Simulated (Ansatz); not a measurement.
**Nudged elastic band of AlH3ClF**

AlH3ClF, computed with RKS r2SCAN/def2-SVP (Ansatz 0.2.0).

One setting was made poor on purpose. It belongs to a series of runs on one base structure; here: band between the two ends. Figures and captions count atoms from 1; the log counts them from 0 in places.

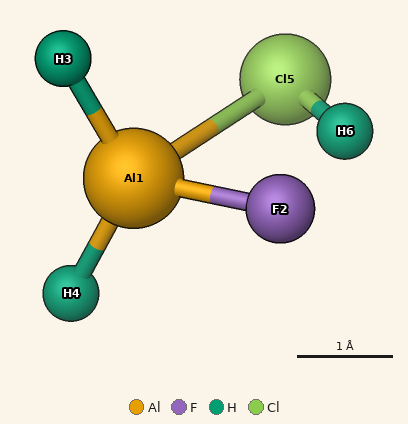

The structure as given in the input (ball-and-stick view, seen at a tilt; atoms are numbered from 1 in the order of the input). Sticks mark near contacts.

The input
```yaml
crystal:
  periodic: [false, false, false]
  atoms:
    - { symbol: Al, position_ang: [0.006247, -0.017335, 0.024729] }
    - { symbol: F, position_ang: [0.009719, 0.224594, 1.723216] }
    - { symbol: H, position_ang: [1.409533, 0.151736, -0.678185] }
    - { symbol: H, position_ang: [-1.413073, 0.069657, -0.660729] }
    - { symbol: Cl, position_ang: [0.08353, -2.474061, 0.920948] }
    - { symbol: H, position_ang: [0.062844, -1.555392, 1.870221] }
basis:
  gaussian: { orbitals: def2-SVP }
hamiltonian:
  xc: r2scan
neb:
  order_check: false
  images: 7
  f_tol: 0.05
  max_iterations: 10
  final_atoms:
    - { symbol: Al, position_ang: [0.01583194, -0.38326301, -0.11247024] }
    - { symbol: F, position_ang: [0.01809483, -0.03057273, 1.86713026] }
    - { symbol: H, position_ang: [1.40595912, 0.17695064, -0.60306713] }
    - { symbol: H, position_ang: [-1.41015726, 0.09531715, -0.58631647] }
    - { symbol: Cl, position_ang: [0.08111899, -2.46666807, 0.61365182] }
    - { symbol: H, position_ang: [0.04795238, -0.99256498, 2.02127177] }
  initial_path:
    images:
      - { positions_ang: [[0.006247, -0.017335, 0.024729], [0.009719, 0.224594, 1.723216], [1.409533, 0.151736, -0.678185], [-1.413073, 0.069657, -0.660729], [0.08353, -2.474061, 0.920948], [0.062844, -1.555392, 1.870221]] }
      - { positions_ang: [[0.00378412, -0.01075405, 0.02116775], [0.00749353, 0.16190327, 1.80495606], [1.39357235, 0.12080042, -0.70169653], [-1.39887494, 0.05646005, -0.68718813], [0.09107517, -2.45618287, 0.88235674], [0.06174977, -1.47302781, 1.88060411]] }
      - { positions_ang: [[0.00132123, -0.00417311, 0.01760651], [0.00526806, 0.09921254, 1.88669612], [1.37761171, 0.08986483, -0.72520805], [-1.38467687, 0.0432631, -0.71364726], [0.09862035, -2.43830474, 0.84376548], [0.06065553, -1.39066362, 1.89098721]] }
      - { positions_ang: [[-0.00114165, 0.00240784, 0.01404526], [0.00304259, 0.0365218, 1.96843618], [1.36165106, 0.05892925, -0.74871958], [-1.37047881, 0.03006616, -0.74010639], [0.10616552, -2.42042661, 0.80517422], [0.0595613, -1.30829943, 1.90137032]] }
      - { positions_ang: [[-0.00360454, 0.00898878, 0.01048401], [0.00081711, -0.02616893, 2.05017624], [1.34569041, 0.02799366, -0.77223111], [-1.35628075, 0.01686921, -0.76656552], [0.1137107, -2.40254848, 0.76658296], [0.05846706, -1.22593524, 1.91175342]] }
      - { positions_ang: [[0.00125458, -0.08907417, -0.02025455], [0.00513654, -0.02726988, 2.00441474], [1.36075759, 0.06523291, -0.72994011], [-1.36974988, 0.03648119, -0.72150326], [0.10556277, -2.41857838, 0.72835017], [0.05583839, -1.16759268, 1.93913301]] }
      - { positions_ang: [[0.0061137, -0.18713711, -0.05099311], [0.00945597, -0.02837083, 1.95865325], [1.37582477, 0.10247215, -0.68764912], [-1.383219, 0.05609318, -0.676441], [0.09741484, -2.43460827, 0.69011739], [0.05320972, -1.10925011, 1.96651259]] }
      - { positions_ang: [[0.01097282, -0.28520006, -0.08173168], [0.0137754, -0.02947178, 1.91289175], [1.39089194, 0.1397114, -0.64535813], [-1.39668813, 0.07570516, -0.63137874], [0.08926691, -2.45063817, 0.65188461], [0.05058105, -1.05090755, 1.99389218]] }
      - { positions_ang: [[0.01583194, -0.38326301, -0.11247024], [0.01809483, -0.03057273, 1.86713026], [1.40595912, 0.17695064, -0.60306713], [-1.41015726, 0.09531715, -0.58631647], [0.08111899, -2.46666807, 0.61365182], [0.04795238, -0.99256498, 2.02127177]] }
```

Hardware: 1 thread of Arm Neoverse V1, 24 GiB of memory available, shared host.

Run as:
```bash
ansatz run input.yaml --threads 1 --pin off --max-ram 2048MiB --backend cpu --events-out ev --progress --plain --runs-dir out
```

Output
```
Engine: ansatz 0.2.0, aarch64-unknown-linux-gnu
Functional definition: r2SCAN
  parameter k0 = 0.174
  parameter k1 = 0.065
  parameter a1 = 4.9479
  exchange = r2scan_x(k0 = k0, k1 = k1, a1 = a1)
  correlation = r2scan_c
710 factors; their error is unknown
mean field evaluation 1: about -21874.2907 eV, gradient 3.4e1 eV
mean field evaluation 2: about -21868.8443 eV, gradient 6.9e1 eV
mean field evaluation 4: about -21876.3611 eV, gradient 8.3e-1 eV
mean field evaluation 8: about -21876.3225 eV, gradient 1.5e-2 eV
mean field -21876.32245071 eV, -803.9400217596 hartree, gradient 5.1e-5 eV, S^2 0.000000; 0 other end points of the search recorded, 0 dependent functions left out
the calculation of the forces begins
reference -21876.32246107 eV, -803.9400221402 hartree; 21, 21 occupied and 44, 44 virtual orbitals, 710 factors
710 factors; their error is unknown
mean field evaluation 16: about -21874.9639 eV, gradient 3.2e1 eV
mean field -21876.43386878 eV, -803.9441162981 hartree, gradient 1.5e-5 eV, S^2 0.000000; 0 other end points of the search recorded, 0 dependent functions left out
[... from here on the field's lines of each further geometry are left out, up to the last ...]
NEB iter   1: max|band force component| = 2.093e0 eV/Å  barrier→ = 0.6789 eV  barrier← = 0.7903 eV  Δτ_max = 0.1951 Å  (222 SCF iters)
NEB iter   2: max|band force component| = 1.187e0 eV/Å  barrier→ = 0.0994 eV  barrier← = 0.2109 eV  Δτ_max = 0.0947 Å  (192 SCF iters)
NEB iter   3: max|band force component| = 4.692e-1 eV/Å  barrier→ = 0.0507 eV  barrier← = 0.1621 eV  CI = image 3  Δτ_max = 0.0714 Å  (191 SCF iters)
NEB iter   4: max|band force component| = 1.293e-1 eV/Å  barrier→ = 0.0329 eV  barrier← = 0.1444 eV  CI = image 3  Δτ_max = 0.0242 Å  (192 SCF iters)
the calculation of the forces begins
reference -21876.42501134 eV, -803.9437907934 hartree; 21, 21 occupied and 44, 44 virtual orbitals, 710 factors
710 factors; their error is unknown
mean field -21876.29048662 eV, -803.9388471008 hartree, gradient 7.2e-6 eV, S^2 0.000000; 1 other end points of the search recorded, 0 dependent functions left out
the calculation of the forces begins
reference -21876.29049668 eV, -803.9388474705 hartree; 21, 21 occupied and 44, 44 virtual orbitals, 710 factors
NEB iter   5: max|band force component| = 4.967e-2 eV/Å  barrier→ = 0.0320 eV  barrier← = 0.1434 eV  CI = image 3  Δτ_max = 0.0000 Å  (372 SCF iters)
```

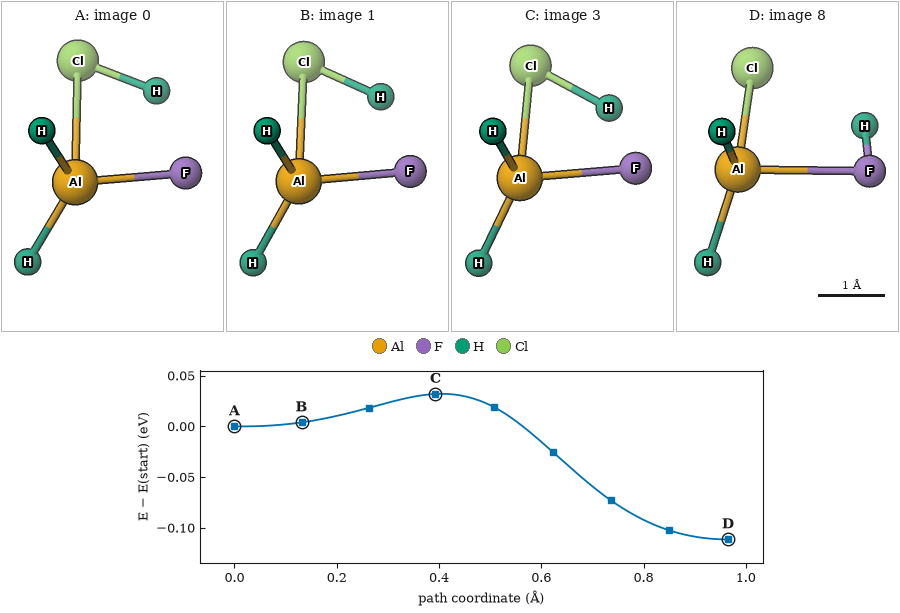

Images of the last band (counted from 0; ball-and-stick, seen at a tilt) above the energy along the path; the line is a cubic interpolation that uses the forces. The highest image is number 3, 0.032 eV above the start and 0.143 eV above the end (the climbing image); the end lies 0.111 eV below the start. The path is 0.97 Å long. The band converged in 5 iterations.

```
Total energy: -21876.29049668 eV, -803.9388474705 hartree
Atom 0 at     0.010346    -0.163429     0.000621 Å, force    -0.002694    -0.014343     0.023460 eV/Å
Atom 1 at     0.014363     0.041943     1.785806 Å, force     0.005450     0.010556    -0.020080 eV/Å
Atom 2 at     1.415464     0.152382    -0.637072 Å, force     0.002237     0.004465    -0.002090 eV/Å
Atom 3 at    -1.417509     0.073613    -0.620685 Å, force    -0.001412     0.002933    -0.002334 eV/Å
Atom 4 at     0.080477    -2.425116     0.889252 Å, force     0.002482     0.027481     0.008995 eV/Å
Atom 5 at     0.055659    -1.280194     1.782278 Å, force    -0.006062    -0.031092    -0.007951 eV/Å
Dipole moment:     0.002259    -0.048544     0.037454 e Å
this run last wrote the band of iteration 5 to [file]
```

The last band as extended XYZ (Å, eV, eV/Å)
```
6
Properties=species:S:1:pos:R:3:forces:R:3 image=0 energy=-21876.32245
Al    0.0062   -0.0173    0.0247    0.0000  -0.0026  -0.0045
F     0.0097    0.2246    1.7232    0.0003  -0.0046   0.0053
H     1.4095    0.1517   -0.6782   -0.0010   0.0015  -0.0013
H    -1.4131    0.0697   -0.6607    0.0009   0.0014  -0.0013
Cl    0.0835   -2.4741    0.9209    0.0001  -0.0020  -0.0020
H     0.0628   -1.5554    1.8702   -0.0003   0.0063   0.0038
6
Properties=species:S:1:pos:R:3:forces:R:3 image=1 energy=-21876.31857
Al    0.0064   -0.0583    0.0233    0.0008   0.0353   0.0166
F     0.0093    0.1643    1.7417    0.0015   0.0209  -0.0216
H     1.4122    0.1468   -0.6617    0.0002  -0.0016  -0.0081
H    -1.4157    0.0725   -0.6462   -0.0003  -0.0071  -0.0072
Cl    0.0847   -2.4625    0.9222   -0.0020   0.0168   0.0228
H     0.0619   -1.4636    1.8208   -0.0003  -0.0643  -0.0025
6
Properties=species:S:1:pos:R:3:forces:R:3 image=2 energy=-21876.30429
Al    0.0084   -0.1074    0.0164   -0.0102   0.0512   0.0477
F     0.0112    0.1024    1.7631    0.0097   0.0578  -0.0538
H     1.4146    0.1449   -0.6486    0.0031   0.0010  -0.0103
H    -1.4178    0.0726   -0.6296    0.0000  -0.0041  -0.0136
Cl    0.0815   -2.4406    0.9111    0.0040  -0.0088   0.0210
H     0.0608   -1.3726    1.7878   -0.0066  -0.0970   0.0090
6
Properties=species:S:1:pos:R:3:forces:R:3 image=3 energy=-21876.29049
Al    0.0103   -0.1634    0.0006   -0.0027  -0.0143   0.0235
F     0.0144    0.0419    1.7858    0.0054   0.0106  -0.0201
H     1.4155    0.1524   -0.6371    0.0022   0.0045  -0.0021
H    -1.4175    0.0736   -0.6207   -0.0014   0.0029  -0.0023
Cl    0.0805   -2.4251    0.8893    0.0025   0.0275   0.0090
H     0.0557   -1.2802    1.7823   -0.0061  -0.0311  -0.0080
6
Properties=species:S:1:pos:R:3:forces:R:3 image=4 energy=-21876.30341
Al    0.0115   -0.2139   -0.0195    0.0027  -0.1359  -0.0342
F     0.0177   -0.0012    1.8070    0.0075  -0.0994   0.0433
H     1.4147    0.1563   -0.6309   -0.0004   0.0157   0.0125
H    -1.4174    0.0786   -0.6132   -0.0001   0.0150   0.0134
Cl    0.0788   -2.4198    0.8570    0.0014   0.0250  -0.0792
H     0.0536   -1.2008    1.7998   -0.0111   0.1798   0.0443
6
Properties=species:S:1:pos:R:3:forces:R:3 image=5 energy=-21876.34740
Al    0.0126   -0.2648   -0.0424    0.0087  -0.1981  -0.0940
F     0.0204   -0.0294    1.8292    0.0010  -0.1522   0.0779
H     1.4134    0.1646   -0.6209   -0.0058   0.0177   0.0203
H    -1.4167    0.0836   -0.6053    0.0046   0.0193   0.0249
Cl    0.0783   -2.4234    0.8065   -0.0011   0.0078  -0.1644
H     0.0508   -1.1315    1.8331   -0.0074   0.3053   0.1353
6
Properties=species:S:1:pos:R:3:forces:R:3 image=6 energy=-21876.39548
Al    0.0136   -0.3124   -0.0670    0.0095  -0.1455  -0.1044
F     0.0219   -0.0405    1.8476   -0.0073  -0.0568   0.0661
H     1.4113    0.1715   -0.6106   -0.0091   0.0115   0.0153
H    -1.4155    0.0881   -0.5971    0.0088   0.0141   0.0229
Cl    0.0786   -2.4321    0.7441   -0.0018  -0.0237  -0.1584
H     0.0490   -1.0755    1.8831   -0.0001   0.2005   0.1585
6
Properties=species:S:1:pos:R:3:forces:R:3 image=7 energy=-21876.42500
Al    0.0143   -0.3520   -0.0916    0.0093  -0.0536  -0.0532
F     0.0215   -0.0384    1.8605   -0.0107   0.0093   0.0248
H     1.4087    0.1749   -0.6040   -0.0056   0.0055   0.0035
H    -1.4133    0.0925   -0.5908    0.0060   0.0048   0.0121
Cl    0.0802   -2.4464    0.6784   -0.0037  -0.0306  -0.0811
H     0.0474   -1.0315    1.9478    0.0046   0.0646   0.0938
6
Properties=species:S:1:pos:R:3:forces:R:3 image=8 energy=-21876.43387
Al    0.0158   -0.3833   -0.1125    0.0006   0.0000  -0.0045
F     0.0181   -0.0306    1.8671   -0.0001   0.0188  -0.0065
H     1.4060    0.1770   -0.6031   -0.0028  -0.0014   0.0024
H    -1.4102    0.0953   -0.5863    0.0028  -0.0017   0.0032
Cl    0.0811   -2.4667    0.6137   -0.0001   0.0045  -0.0010
H     0.0480   -0.9926    2.0213   -0.0004  -0.0203   0.0065
```

Summary

```csv
quantity,value
outcome,converged
"barrier, forward",0.032 eV
"barrier, backward",0.143 eV
wall time,2.2 min
peak memory,0.12 GiB
```

Notes

A deliberately poor setting: few iterations. The order of the saddle point was not checked.
